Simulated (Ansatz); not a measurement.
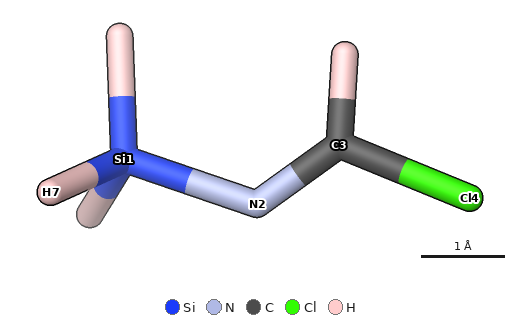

Figure 1. The input geometry (stick view, seen at a tilt; atoms are numbered from 1 in the order of the input). Bond lengths as drawn: C–Cl 1.75 Å, C–H 1.09 Å, C–N 1.24 Å, H–Si 1.48 to 1.49 Å and N–Si 1.74 Å.

## Run report: CH₄ClNSi, molecular dynamics

The run: molecular dynamics of CH₄ClNSi, SMILES [SiH3]N=CCl. Method and program: RKS PBE/def2-SVP (Ansatz 0.2.0).

The geometry comes from this level: PBE0-D4/def2-TZVP. Figures and captions count atoms from 1; the log counts them from 0 in places.

Input file
```yaml
crystal:
  periodic: [false, false, false]
  atoms:
    - {symbol: Si, position_ang: [-0.121353, 1.175634, -0.350683]}
    - {symbol: N, position_ang: [0.535707, -0.166084, 0.542017]}
    - {symbol: C, position_ang: [0.196944, -1.350006, 0.417522]}
    - {symbol: Cl, position_ang: [0.916468, -2.631707, 1.361811]}
    - {symbol: H, position_ang: [-1.171135, 0.740937, -1.317295]}
    - {symbol: H, position_ang: [-0.703444, 2.124245, 0.627504]}
    - {symbol: H, position_ang: [0.995652, 1.819652, -1.080787]}
    - {symbol: H, position_ang: [-0.556639, -1.769673, -0.256089]}
basis:
  gaussian: {orbitals: def2-SVP}
hamiltonian: {xc: {name: PBE}}
md: {timestep: 1 fs, n_steps: 30, ensemble: nvt_langevin, temperature: 1000, initial_velocities: maxwell_boltzmann, friction: 0.01, seed: 639}
```

Hardware: 2 threads of Arm Neoverse V2, 23 GiB of memory available, shared host.

Launched with:
```bash
ansatz run in.yaml --threads 2 --pin off --events-out ev --progress --plain --max-ram 4352MiB
```

The program's output
```
Functional definition: PBE
  name "PBE"
  cite "Perdew, Burke & Ernzerhof, Phys. Rev. Lett. 77, 3865 (1996) doi:10.1103/PhysRevLett.77.3865"
  parent pbe
  parameter kappa = 0.804
  parameter beta = 0.06672455060314922
  exchange = pbe_x(kappa = kappa, mu = beta*pi^2/3)
  correlation = pbe_c(beta = beta)
953 factors; their error is unknown
mean field evaluation 1: about -22963.4362 eV, gradient 5.9e1 eV
mean field evaluation 2: about -22925.1600 eV, gradient 1.3e2 eV
mean field evaluation 4: about -22970.5408 eV, gradient 1.9e1 eV
mean field evaluation 8: about -22971.3396 eV, gradient 1.6e-1 eV
mean field evaluation 16: about -22971.2735 eV, gradient 5.4e-5 eV
mean field -22971.27351954 eV, -844.1787313546 hartree, gradient 5.4e-5 eV, S^2 0.000000; 0 other end points of the search recorded, 0 dependent functions left out
the calculation of the forces begins
reference -22971.27355198 eV, -844.1787325469 hartree; 24, 24 occupied and 60, 60 virtual orbitals, 953 factors
md step     0: t =     0.00 fs  T =   875.0 K  F+E_penalty+E_count = -22971.27351954 eV  E_kin = 0.904820 eV  (25 SCF iters)
these checks for a lower state are left out or cut short: starts, cluster_reference, orbital_swaps, neighbouring_geometries, increment
953 factors; their error is unknown
mean field -22971.24206817 eV, -844.1775755380 hartree, gradient 1.4e-5 eV, S^2 0.000000; 0 other end points of the search recorded, 0 dependent functions left out
the calculation of the forces begins
reference -22971.24210065 eV, -844.1775767319 hartree; 24, 24 occupied and 60, 60 virtual orbitals, 953 factors
md step     1: t =     1.00 fs  T =   821.6 K  F+E_penalty+E_count = -22971.24206817 eV  E_kin = 0.849634 eV  (30 SCF iters)
[... from here on the SCF iterations and repeated set-up lines of each step are left out, up to the last step ...]
md step     2: t =     2.00 fs  T =   698.3 K  F+E_penalty+E_count = -22971.18891330 eV  E_kin = 0.722149 eV  (30 SCF iters)
md step     3: t =     3.00 fs  T =   556.8 K  F+E_penalty+E_count = -22971.14323207 eV  E_kin = 0.575742 eV  (30 SCF iters)
md step     4: t =     4.00 fs  T =   547.7 K  F+E_penalty+E_count = -22971.10833628 eV  E_kin = 0.566327 eV  (31 SCF iters)
md step     5: t =     5.00 fs  T =   582.8 K  F+E_penalty+E_count = -22971.09861975 eV  E_kin = 0.602679 eV  (30 SCF iters)
md step     6: t =     6.00 fs  T =   567.1 K  F+E_penalty+E_count = -22971.12174327 eV  E_kin = 0.586400 eV  (31 SCF iters)
md step     7: t =     7.00 fs  T =   562.4 K  F+E_penalty+E_count = -22971.15356938 eV  E_kin = 0.581602 eV  (30 SCF iters)
md step     8: t =     8.00 fs  T =   560.2 K  F+E_penalty+E_count = -22971.17344608 eV  E_kin = 0.579311 eV  (31 SCF iters)
md step     9: t =     9.00 fs  T =   573.1 K  F+E_penalty+E_count = -22971.16407203 eV  E_kin = 0.592623 eV  (31 SCF iters)
md step    10: t =    10.00 fs  T =   554.1 K  F+E_penalty+E_count = -22971.12273651 eV  E_kin = 0.572995 eV  (31 SCF iters)
md step    11: t =    11.00 fs  T =   505.5 K  F+E_penalty+E_count = -22971.08728235 eV  E_kin = 0.522774 eV  (31 SCF iters)
md step    12: t =    12.00 fs  T =   575.7 K  F+E_penalty+E_count = -22971.07355448 eV  E_kin = 0.595291 eV  (31 SCF iters)
md step    13: t =    13.00 fs  T =   531.7 K  F+E_penalty+E_count = -22971.08142733 eV  E_kin = 0.549818 eV  (31 SCF iters)
md step    14: t =    14.00 fs  T =   547.4 K  F+E_penalty+E_count = -22971.11635557 eV  E_kin = 0.566107 eV  (31 SCF iters)
md step    15: t =    15.00 fs  T =   604.5 K  F+E_penalty+E_count = -22971.16576505 eV  E_kin = 0.625062 eV  (31 SCF iters)
md step    16: t =    16.00 fs  T =   600.4 K  F+E_penalty+E_count = -22971.20413327 eV  E_kin = 0.620908 eV  (27 SCF iters)
md step    17: t =    17.00 fs  T =   525.0 K  F+E_penalty+E_count = -22971.20953818 eV  E_kin = 0.542920 eV  (31 SCF iters)
md step    18: t =    18.00 fs  T =   497.2 K  F+E_penalty+E_count = -22971.18605552 eV  E_kin = 0.514164 eV  (31 SCF iters)
md step    19: t =    19.00 fs  T =   544.6 K  F+E_penalty+E_count = -22971.14446835 eV  E_kin = 0.563187 eV  (31 SCF iters)
md step    20: t =    20.00 fs  T =   585.3 K  F+E_penalty+E_count = -22971.11182014 eV  E_kin = 0.605205 eV  (31 SCF iters)
md step    21: t =    21.00 fs  T =   637.9 K  F+E_penalty+E_count = -22971.11429845 eV  E_kin = 0.659612 eV  (31 SCF iters)
md step    22: t =    22.00 fs  T =   652.8 K  F+E_penalty+E_count = -22971.13833221 eV  E_kin = 0.675065 eV  (30 SCF iters)
md step    23: t =    23.00 fs  T =   716.7 K  F+E_penalty+E_count = -22971.15622871 eV  E_kin = 0.741084 eV  (30 SCF iters)
md step    24: t =    24.00 fs  T =   770.0 K  F+E_penalty+E_count = -22971.14907045 eV  E_kin = 0.796278 eV  (29 SCF iters)
md step    25: t =    25.00 fs  T =   805.5 K  F+E_penalty+E_count = -22971.11498491 eV  E_kin = 0.832964 eV  (29 SCF iters)
md step    26: t =    26.00 fs  T =   759.2 K  F+E_penalty+E_count = -22971.07631077 eV  E_kin = 0.785084 eV  (30 SCF iters)
md step    27: t =    27.00 fs  T =   642.1 K  F+E_penalty+E_count = -22971.05104181 eV  E_kin = 0.663980 eV  (30 SCF iters)
md step    28: t =    28.00 fs  T =   594.2 K  F+E_penalty+E_count = -22971.04197190 eV  E_kin = 0.614458 eV  (31 SCF iters)
md step    29: t =    29.00 fs  T =   604.6 K  F+E_penalty+E_count = -22971.05132591 eV  E_kin = 0.625219 eV  (30 SCF iters)
these checks for a lower state are left out or cut short: starts, cluster_reference, orbital_swaps, neighbouring_geometries, increment
953 factors; their error is unknown
mean field -22971.06915470 eV, -844.1712210852 hartree, gradient 1.9e-5 eV, S^2 0.000000; 0 other end points of the search recorded, 0 dependent functions left out
the calculation of the forces begins
reference -22971.06918735 eV, -844.1712222852 hartree; 24, 24 occupied and 60, 60 virtual orbitals, 953 factors
953 factors; their error is unknown
mean field evaluation 256: about -22971.1369 eV, gradient 2.6e-2 eV
mean field -22971.06915470 eV, -844.1712210852 hartree, gradient 2.0e-5 eV, S^2 0.000000; 1 other end points of the search recorded, 0 dependent functions left out
the calculation of the forces begins
reference -22971.06918735 eV, -844.1712222852 hartree; 24, 24 occupied and 60, 60 virtual orbitals, 953 factors
md step    30: t =    30.00 fs  T =   606.3 K  F+E_penalty+E_count = -22971.06915470 eV  E_kin = 0.627002 eV  (28 SCF iters)
```

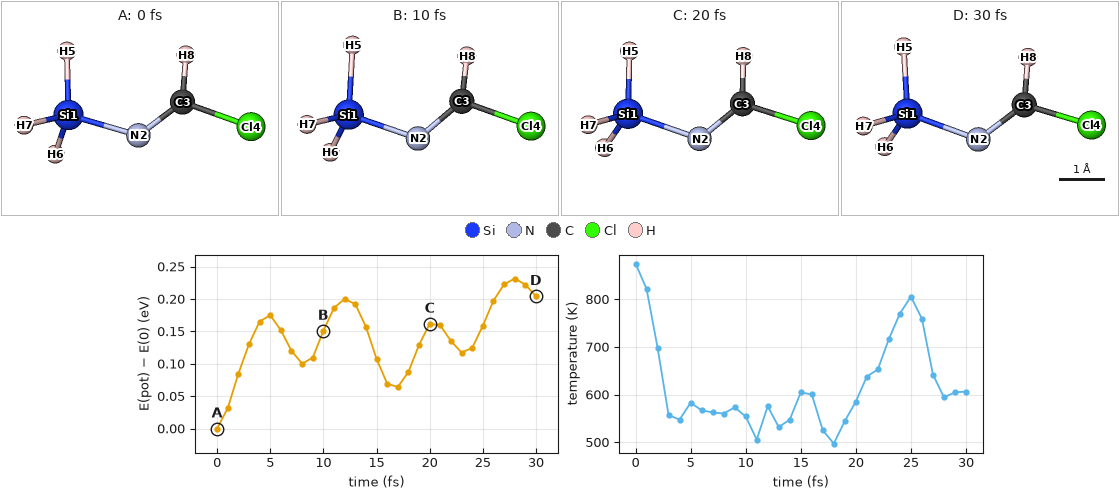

Figure 2. Frames of the molecular dynamics (ball-and-stick, seen at a tilt) above the curves, on which the letters mark them. The trajectory kept here has 31 frames over 30 fs. The temperature starts at 875 K, ranges from 497 to 875 K and averages 634 K over the second half. The potential energy ends 0.204 eV above its first value. After an unweighted best fit of the last frame on the first, the root-mean-square displacement is 0.11 Å, and H6 has moved furthest (0.19 Å).

```
Total energy: -22971.06918735 eV, -844.1712222852 hartree
Atom 0 at    -0.156808     1.074349    -0.512307 Å, force     0.265866    -0.281838    -0.796285 eV/Å
Atom 1 at     0.294024    -0.134834     0.732050 Å, force    -0.068479    -1.379705    -0.659535 eV/Å
Atom 2 at     0.400223    -1.396027     0.474356 Å, force    -0.736949     2.405035    -0.743683 eV/Å
Atom 3 at     0.868380    -2.587447     1.571593 Å, force     0.519834    -0.835101     1.335208 eV/Å
Atom 4 at    -0.566791     0.538824    -1.949414 Å, force     0.569195     0.088574     0.931925 eV/Å
Atom 5 at    -1.341810     1.889734    -0.173877 Å, force    -0.367848     0.078842     0.523970 eV/Å
Atom 6 at     1.005650     2.045530    -0.562471 Å, force    -0.111173    -0.251683    -0.152948 eV/Å
Atom 7 at     0.173356    -1.909350    -0.478276 Å, force    -0.070446     0.175877    -0.438652 eV/Å
Dipole moment:    -0.053930    -0.153913    -0.247657 e Å
```

Trajectory as extended XYZ (Å, eV, eV/Å), 12 of the 31 frames kept, from step=0 to step=30
```
8
Properties=species:S:1:pos:R:3:forces:R:3 step=0 time_fs=0.0 energy=-22971.27352 temperature=875.0
Si   -0.1214    1.1756   -0.3507   -0.0669   0.2289  -0.1079
N     0.5357   -0.1661    0.5420    0.5324   1.0228   0.3465
C     0.1969   -1.3500    0.4175   -0.0370  -0.8595   0.1163
Cl    0.9165   -2.6317    1.3618    0.1903  -0.4494   0.2696
H    -1.1711    0.7409   -1.3173   -0.2557  -0.0750  -0.2408
H    -0.7034    2.1242    0.6275   -0.1320   0.2440   0.2059
H     0.9957    1.8197   -1.0808    0.2426   0.1769  -0.1709
H    -0.5566   -1.7697   -0.2561   -0.4737  -0.2887  -0.4187
8
Properties=species:S:1:pos:R:3:forces:R:3 step=3 time_fs=3.0 energy=-22971.14323 temperature=556.8
Si   -0.1155    1.1581   -0.3739    0.4642   1.7144   0.4369
N     0.5137   -0.1608    0.5672    0.9932   2.3952   0.4141
C     0.2189   -1.3327    0.4020   -0.9449  -2.6082   0.1807
Cl    0.9105   -2.6229    1.3817    0.2386  -0.3812   0.1620
H    -1.0222    0.6333   -1.4106   -0.5721  -0.0590  -0.3984
H    -0.7780    2.1868    0.6218    0.3629  -0.7577  -0.7927
H     1.0730    1.8504   -1.0786   -0.5290  -0.2741   0.3483
H    -0.5664   -1.7814   -0.2404   -0.0129  -0.0294  -0.3508
8
Properties=species:S:1:pos:R:3:forces:R:3 step=5 time_fs=5.0 energy=-22971.09862 temperature=582.8
Si   -0.1131    1.1490   -0.3876    0.4441   1.7149   0.0466
N     0.5047   -0.1522    0.5854    0.8057   1.7554   0.2997
C     0.2277   -1.3317    0.3939   -1.3743  -2.4956   0.0090
Cl    0.9073   -2.6181    1.3946    0.2041  -0.3057   0.0634
H    -0.9541    0.5578   -1.4788   -0.3595   0.1685  -0.0740
H    -0.8125    2.1893    0.5867    0.3888  -0.8546  -0.8902
H     1.1096    1.8565   -1.0653   -0.7673  -0.3846   0.4509
H    -0.5752   -1.8036   -0.2650    0.6584   0.4016   0.0946
8
Properties=species:S:1:pos:R:3:forces:R:3 step=8 time_fs=8.0 energy=-22971.17345 temperature=560.2
Si   -0.1128    1.1406   -0.4045    0.3025   0.5837  -0.9512
N     0.4955   -0.1303    0.6145    0.0865  -0.9959  -0.1103
C     0.2317   -1.3444    0.3786   -0.2638   0.1737   0.9969
Cl    0.9063   -2.6141    1.4141    0.0404  -0.1277  -0.1675
H    -0.8712    0.4689   -1.5769   -0.0423   0.5298   0.4681
H    -0.8446    2.1496    0.4617   -0.0715  -0.2736  -0.3080
H     1.1178    1.8355   -1.0052   -0.4601  -0.1518   0.1904
H    -0.5303   -1.8089   -0.3051    0.4083   0.2619  -0.1183
8
Properties=species:S:1:pos:R:3:forces:R:3 step=11 time_fs=11.0 energy=-22971.08728 temperature=505.5
Si   -0.1144    1.1345   -0.4212   -0.1046  -1.0299  -1.3335
N     0.4868   -0.1131    0.6392   -0.4658  -2.7433  -0.3764
C     0.2411   -1.3576    0.3760    0.8248   2.2178   1.9034
Cl    0.9054   -2.6118    1.4345   -0.0570  -0.0330  -0.2621
H    -0.8024    0.4326   -1.6490    0.0561   0.6321   0.6844
H    -0.8954    2.1019    0.3301   -0.6748   0.5003   0.3639
H     1.0985    1.7723   -0.9163    0.6123   0.5645  -0.3777
H    -0.4394   -1.8089   -0.3534   -0.1909  -0.1084  -0.6020
8
Properties=species:S:1:pos:R:3:forces:R:3 step=14 time_fs=14.0 energy=-22971.11636 temperature=547.4
Si   -0.1211    1.1241   -0.4413   -0.0840  -0.8651  -0.6277
N     0.4688   -0.1091    0.6575   -0.6989  -2.6685  -0.3462
C     0.2577   -1.3578    0.3869    0.1601   1.6466   0.7008
Cl    0.9067   -2.6078    1.4550   -0.0786  -0.0103  -0.2148
H    -0.7363    0.4377   -1.6646   -0.1319   0.3448   0.2438
H    -0.9863    2.0987    0.2315   -0.4612   0.2996   0.2603
H     1.1273    1.7341   -0.8360    0.8048   0.7846  -0.4879
H    -0.3535   -1.8402   -0.4466    0.4897   0.4682   0.4716
8
Properties=species:S:1:pos:R:3:forces:R:3 step=16 time_fs=16.0 energy=-22971.20413 temperature=600.4
Si   -0.1272    1.1181   -0.4554    0.4718   0.1059   0.1125
N     0.4517   -0.1170    0.6680   -0.6493  -1.5119  -0.2543
C     0.2700   -1.3546    0.3983    0.0269   0.9701   0.2216
Cl    0.9052   -2.6027    1.4679   -0.0457  -0.1037  -0.1090
H    -0.7099    0.4578   -1.6606   -0.2875   0.0115  -0.2661
H    -1.0822    2.1036    0.1787    0.1348  -0.2107  -0.0210
H     1.1742    1.7536   -0.8159   -0.0370   0.4019  -0.2134
H    -0.2843   -1.8277   -0.4774    0.3859   0.3369   0.5297
8
Properties=species:S:1:pos:R:3:forces:R:3 step=19 time_fs=19.0 energy=-22971.14447 temperature=544.6
Si   -0.1332    1.1121   -0.4702    1.0465   1.0214   1.1579
N     0.4265   -0.1403    0.6832   -0.5097   1.1142  -0.0335
C     0.2921   -1.3528    0.4143    0.1373  -0.2892   0.0898
Cl    0.9000   -2.5958    1.4851    0.0742  -0.3804   0.1599
H    -0.6870    0.4988   -1.6585   -0.4491  -0.4687  -1.0047
H    -1.2029    2.0946    0.1000    0.7355  -0.6183  -0.1197
H     1.2157    1.8147   -0.7834   -0.8615  -0.0870   0.0189
H    -0.1681   -1.7968   -0.4838   -0.1732  -0.2920  -0.2686
8
Properties=species:S:1:pos:R:3:forces:R:3 step=22 time_fs=22.0 energy=-22971.13833 temperature=652.8
Si   -0.1362    1.1055   -0.4816    0.5368   0.4605   0.6295
N     0.3983   -0.1553    0.6977   -0.5350   2.8204   0.1410
C     0.3192   -1.3561    0.4346   -0.0696  -1.3989  -0.7001
Cl    0.8914   -2.5909    1.5066    0.2146  -0.6146   0.4826
H    -0.6804    0.5380   -1.7421    0.0099  -0.3309  -0.3897
H    -1.2666    2.0491   -0.0147    0.6409  -0.4673   0.1946
H     1.1756    1.8610   -0.7219   -0.5863  -0.0728  -0.0434
H    -0.0602   -1.7960   -0.5009   -0.2114  -0.3965  -0.3147
8
Properties=species:S:1:pos:R:3:forces:R:3 step=25 time_fs=25.0 energy=-22971.11499 temperature=805.5
Si   -0.1438    1.0957   -0.4888   -0.2982  -1.0015  -0.6790
N     0.3609   -0.1492    0.7100   -0.5809   1.7641  -0.0561
C     0.3473   -1.3662    0.4524   -0.2279  -0.6633  -1.0556
Cl    0.8827   -2.5882    1.5320    0.3475  -0.6762   0.8079
H    -0.6676    0.5492   -1.8622    0.5321  -0.0176   0.6787
H    -1.2776    1.9734   -0.1302   -0.2344   0.1515   0.6616
H     1.0683    1.8908   -0.6527    0.5757   0.4966  -0.2225
H     0.0346   -1.8448   -0.5005   -0.1139  -0.0536  -0.1350
8
Properties=species:S:1:pos:R:3:forces:R:3 step=27 time_fs=27.0 energy=-22971.05104 temperature=642.1
Si   -0.1496    1.0871   -0.4983   -0.2046  -1.3208  -1.1003
N     0.3321   -0.1423    0.7182   -0.4447   0.3716  -0.3516
C     0.3699   -1.3775    0.4597   -0.3195   0.6871  -0.6396
Cl    0.8762   -2.5867    1.5491    0.4406  -0.7238   1.0466
H    -0.6459    0.5544   -1.9230    0.6694   0.0675   1.0111
H    -1.2874    1.9278   -0.1693   -0.6967   0.4083   0.7782
H     1.0233    1.9372   -0.6101    0.7269   0.5163  -0.2303
H     0.0966   -1.8799   -0.4809   -0.1714  -0.0062  -0.5142
8
Properties=species:S:1:pos:R:3:forces:R:3 step=30 time_fs=30.0 energy=-22971.06916 temperature=606.3
Si   -0.1568    1.0743   -0.5123    0.2659  -0.2818  -0.7963
N     0.2940   -0.1348    0.7320   -0.0685  -1.3797  -0.6595
C     0.4002   -1.3960    0.4744   -0.7369   2.4050  -0.7437
Cl    0.8684   -2.5874    1.5716    0.5198  -0.8351   1.3352
H    -0.5668    0.5388   -1.9494    0.5692   0.0886   0.9319
H    -1.3418    1.8897   -0.1739   -0.3678   0.0788   0.5240
H     1.0056    2.0455   -0.5625   -0.1112  -0.2517  -0.1529
H     0.1734   -1.9094   -0.4783   -0.0704   0.1759  -0.4387
```

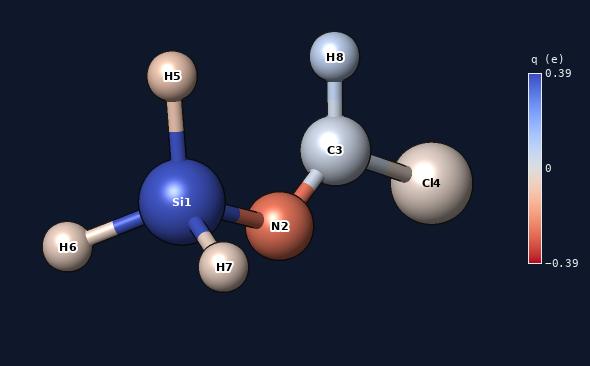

Figure 3. Mulliken charges, as the colour of each atom (ball-and-stick view, seen at a tilt; atoms are numbered from 1 in the order of the input). By element: Si +0.37, N −0.26, C +0.04, Cl −0.03 and H −0.08 to +0.07 e.

Key numbers

```json
{"quantity": "outcome", "value": "finished"}
{"quantity": "mean temperature over the second half", "value": "634 K"}
{"quantity": "trajectory", "value": "30 steps, 30 fs"}
{"quantity": "ensemble", "value": "nvt_langevin"}
{"quantity": "temperature in the input", "value": "1000 K"}
{"quantity": "time step", "value": "1 fs"}
{"quantity": "potential energy (last step)", "value": "−22971.0692 eV"}
{"quantity": "SCF solution under orbital rotations (last step)", "value": "stable"}
{"quantity": "largest force (length of the vector) (last step)", "value": "2.623 eV/Å"}
{"quantity": "dipole moment (last step)", "value": "1.42 D"}
{"quantity": "wall time", "value": "32 s (CPU time 61 s)"}
{"quantity": "peak memory", "value": "0.11 GiB"}
```

Notes

So short a trajectory is not equilibrated. The logged temperature at the start can lie below the typed one, since it is counted over all degrees of freedom. The temperature stays far from the 1000 K of the thermostat over the second half: the run isn't equilibrated.
